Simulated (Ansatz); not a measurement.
Density of states of MoSi₂ (I4/mmm, 3 atoms in the cell).

```
MoSi2
1.0
   -1.59665     1.59665     3.90459
    1.59665    -1.59665     3.90459
    1.59665     1.59665    -3.90459
Si Mo
2 1
Cartesian
  0.00000   0.00000   5.19310
  0.00000   0.00000   2.61608
  0.00000   0.00000   0.00000
```

Computed with PBE, PAW files (plane waves; Ansatz, a quantum-chemistry and plane-wave program).

SCF settings: kpoints.mp_grid.grid = 10 10 10; hamiltonian.xc = pbe; hamiltonian.pseudopotentials = {kind: paw} (the program's default PAW files); scf.occupations.method = gaussian; scf.occupations.width = 0.1 eV. Keys of the DOS step: output.dos.nscf_kmesh.grid = 15 15 15; output.dos.method = {smearing: {sigma: 0.1}} eV.

The starting cell has typed, rounded lattice constants, without a prior relaxation at this level. Its lattice was rescaled by a random factor within 2.5 % of one. Spin polarisation is off.

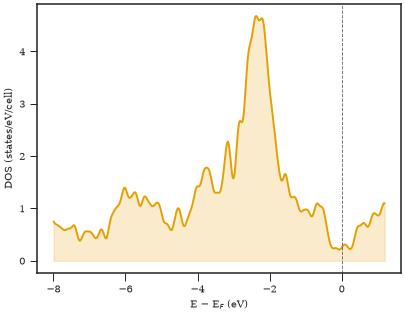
Figure. Total density of states, both spins summed.

Total DOS (both spins), as means of the tabulated values in each energy bin; the zero is the program's Fermi level or highest filled level, and the curve is cut to this window:

```tsv
E (eV)	states/eV/cell
-7.88	0.68
-7.62	0.60
-7.38	0.56
-7.12	0.52
-6.88	0.49
-6.62	0.52
-6.38	0.83
-6.12	1.20
-5.88	1.26
-5.62	1.16
-5.38	1.15
-5.12	1.06
-4.88	0.72
-4.62	0.81
-4.38	0.77
-4.12	1.14
-3.88	1.59
-3.62	1.56
-3.38	1.42
-3.12	1.99
-2.88	2.31
-2.62	3.58
-2.38	4.56
-2.12	4.15
-1.88	2.53
-1.62	1.61
-1.38	1.25
-1.12	0.99
-0.88	0.92
-0.62	1.05
-0.38	0.53
-0.12	0.23
0.12	0.27
0.38	0.47
0.62	0.69
0.88	0.84
```

Around zero the curve holds about 0.3 states/eV/cell.

Keys are those of Ansatz 0.2.
